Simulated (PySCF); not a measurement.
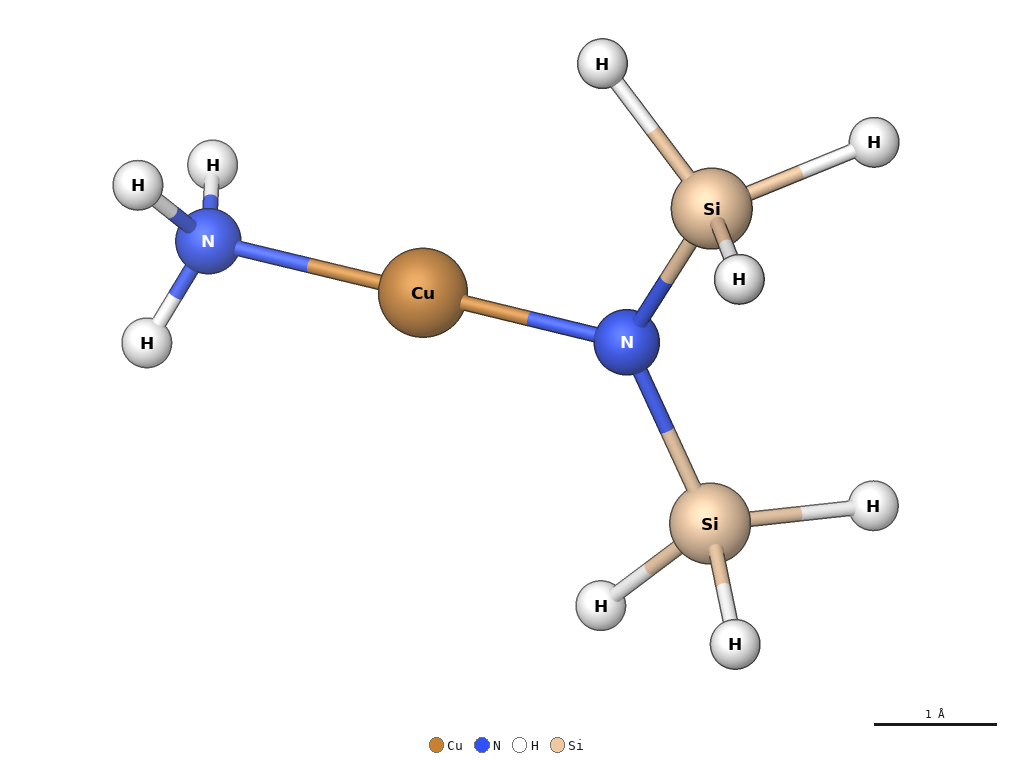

A ball-and-stick model of a molecule.

The species is neutral and a spin singlet. The computed structure is the end point of a PBE0-D3(BJ)/def2-SVP optimisation. No frequency run is at hand to confirm it as a minimum.

> What is the molecular formula?

CuH9N2Si2, 14 atoms: 1 copper, 9 hydrogen, 2 nitrogen and 2 silicon.

> Name some functional groups or characteristic bonds that it holds.

Among them: Si–H bond, Si–N bond.

> Write the SMILES.

[NH3]->[Cu][N]([SiH3])[SiH3]

> Count the bonded pairs by element.

6 Si–H, 3 N–H, 2 Cu–N, 2 N–Si.

More results for the same structure follow; atom numbers are the same in all pictures, views and colours differ.

## Core levels

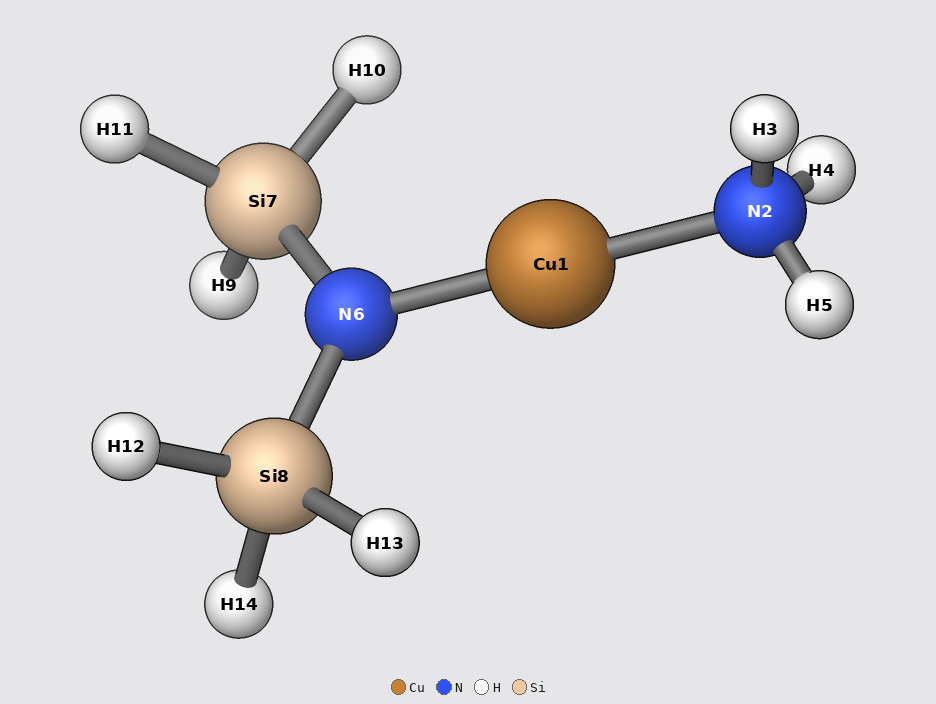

No frequency run is at hand to confirm it as a minimum. Level of theory: delta-SCF UKS SCAN, pcX-2 on the ionised atom (unc-x2c-TZVPall on a metal), pcseg-1 elsewhere, spin-free X2C (PySCF 2.14.0).

Give the core-electron binding energies (to vacuum; p and d levels without spin–orbit splitting) of Cu1 2p, N2 1s, N6 1s, Si7 1s, Si7 2p.

```
atom  level  binding energy (eV)
 Cu1     2p                944.8
  N2     1s                408.1
  N6     1s                402.1
 Si7     1s               1845.7
 Si7     2p                106.0
```

## Metal centre

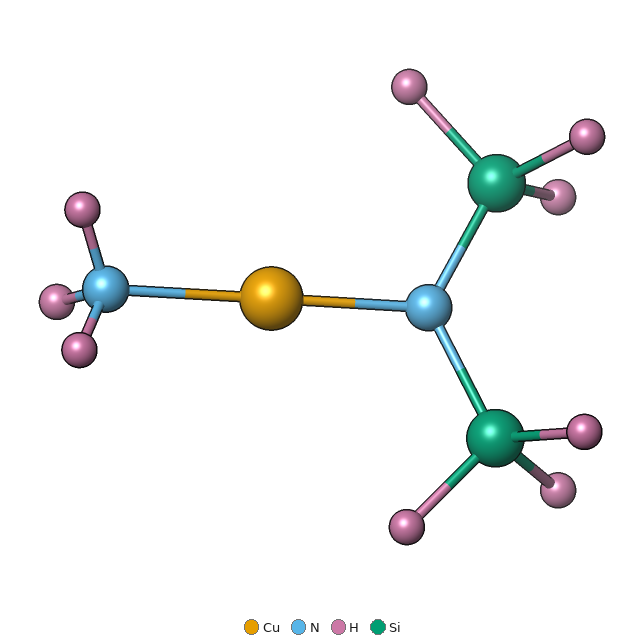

No frequency run is at hand to confirm it as a minimum.

> Describe the coordination sphere.

Cu binds 2 atoms: 2 N at 1.84–1.94 Å. The arrangement is linear.

> What are the formal oxidation state of the metal and its number of d electrons?

Cu(I), d¹⁰, counting the ligands as closed-shell ions or neutral donors.

## Polarisability

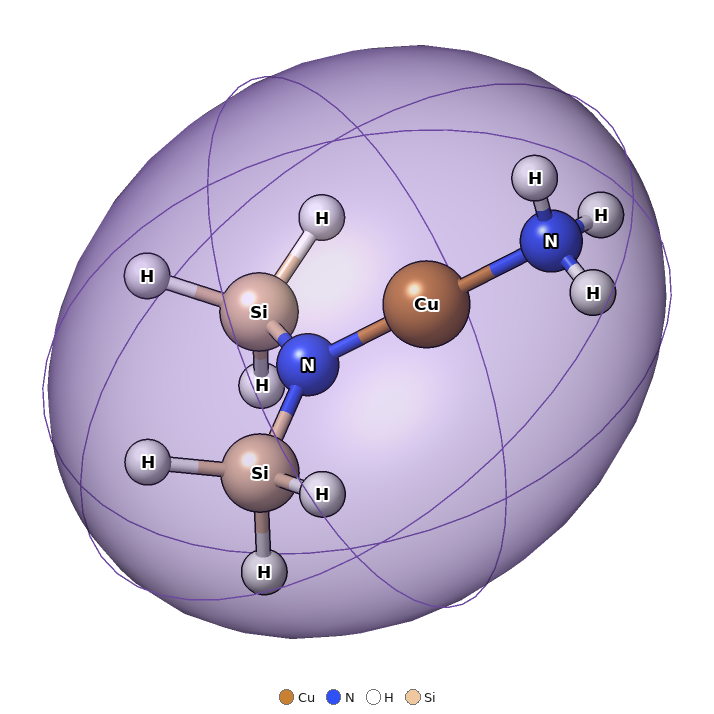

The ellipsoid shows the static dipole polarisability: its half-axes are proportional to the principal values. No frequency run is at hand to confirm it as a minimum. Method: PBE0/def2-SVPD (PySCF 2.14.0).

> How large and how anisotropic is the polarisability?

Principal values 83.4, 102.1, 108.8 bohr³; mean 98.1 bohr³ (14.54 Å³); anisotropy 22.8 bohr³, so the longest axis is 1.30 times the shortest.
